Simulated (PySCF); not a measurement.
C6H10NS (SMILES CCc1csc[n+]1C) (charge +1)

```xyz
18

C     1.6901   -1.2197   -0.6817
C     1.4243    0.1208    0.0141
C     0.0721    0.6399   -0.3347
C    -0.2286    1.4222   -1.4065
S    -1.9062    1.7581   -1.5096
C    -2.1621    0.8445   -0.1191
N    -1.0544    0.3210    0.3826
C    -1.0419   -0.4884    1.5761
H     1.6613   -1.1002   -1.7610
H     2.6747   -1.5814   -0.4034
H     0.9588   -1.9726   -0.3993
H     2.1706    0.8435   -0.3163
H     1.5211    0.0041    1.0932
H     0.4576    1.8103   -2.1328
H    -3.1293    0.6967    0.3256
H    -0.5713   -1.4508    1.3757
H    -0.4849    0.0152    2.3678
H    -2.0607   -0.6569    1.9176
```

Geometry: GFN2-xTB.

Level of theory: PySCF, PBE0/pcSseg-1, SCF density, gas phase, non-relativistic.

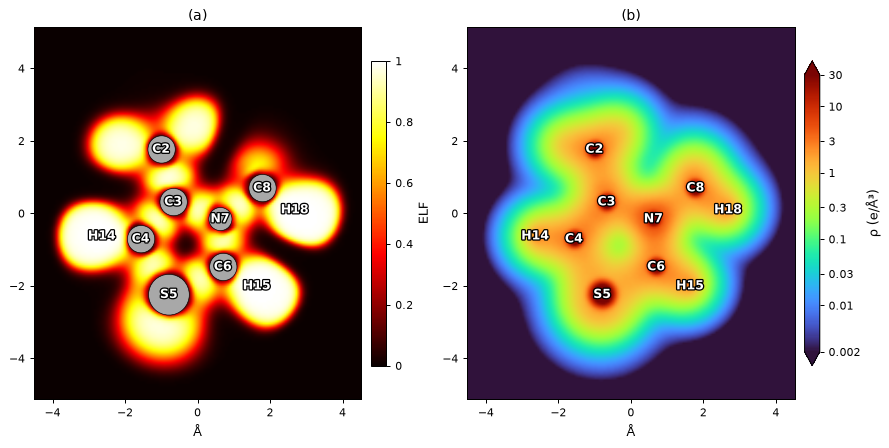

Figure 1. (a) ELF; (b) electron density on the plane of atoms C3, C4 and H14. Grey discs cover the atomic cores in the ELF map.

What do the fields say about this system?

Answer.
- The plane passes through C, S, N and H nuclei.
- C–N (1.32 Å): ρ at the midpoint is about 2.5 e/Å³; the ELF peaks at about 0.90 between the atoms: a covalent bond.
- C–C (1.36 Å): ρ at the midpoint is about 2.2 e/Å³; the ELF peaks at about 0.95 between the atoms: a covalent bond.
- C–S (1.68 Å): the density is about 1.5 e/Å³ at the midpoint; the ELF peaks at about 0.90 between the atoms, as expected for a covalent bond.
- C–H (1.07 Å): the density is about 2.1 e/Å³ at the midpoint; the ELF climbs to about 1 towards the hydrogen, as it does in any bond to H: a covalent bond by its length.
- C–N (1.37 Å): the density is about 2.3 e/Å³ at the midpoint; the ELF peaks at about 0.90 between the atoms: a covalent bond.
- The ELF also peaks beside S5, away from the bonds: lone-pair regions.

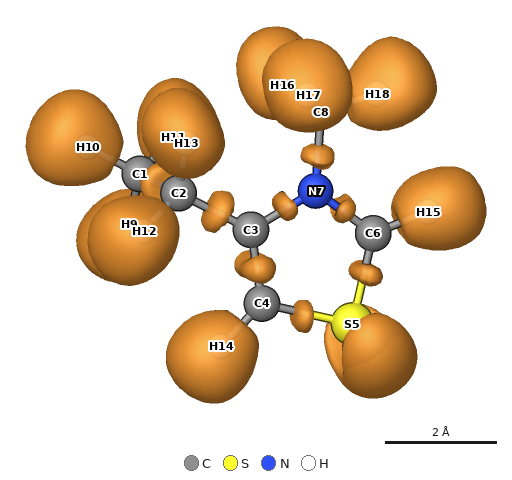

Figure 2. Isosurface of the electron localisation function at 0.85 (orange), seen across its widest extent. Only the valence region is drawn (cores and ρ < 0.01 e/Å³ removed).

Where are the electrons localised?

Answer. At this value the surface marks out three regions between bonded C–C atoms (shared pairs), three regions between bonded C–N atoms (shared pairs), two regions between bonded C–S atoms (shared pairs), ten regions around hydrogen nuclei and one lobe on S, pointing away from the bonds (lone pairs, which may merge into one lobe).
